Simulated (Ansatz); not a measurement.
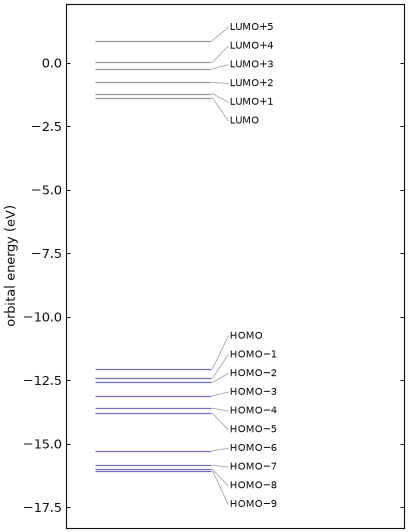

TiCl₂F₂, SMILES [F][Ti]([F])([Cl])[Cl], singlet. Kohn-Sham orbital energies near the frontier, ωB97M-V/def2-TZVPP, the Ansatz code 0.2.0, at a PBE0-D4/def2-TZVP geometry (a minimum by its frequencies), isolated molecule; empty levels in grey, levels within 0.03 eV side by side.

Question: Where do the frontier orbitals lie?

Answer: HOMO at −12.06 eV, LUMO at −1.37 eV, 10.68 eV apart.

Question: List the levels.

Answer:
```csv
orbital,energy (eV)
LUMO+5,0.87
LUMO+4,0.02
LUMO+3,−0.23
LUMO+2,−0.77
LUMO+1,−1.21
LUMO,−1.37
HOMO,−12.06
HOMO−1,−12.42
HOMO−2,−12.58
HOMO−3,−13.11
HOMO−4,−13.60
HOMO−5,−13.81
HOMO−6,−15.28
HOMO−7,−15.85
HOMO−8,−16.00
HOMO−9,−16.06
```

Known limits of this run: empty levels above zero depend strongly on the basis.
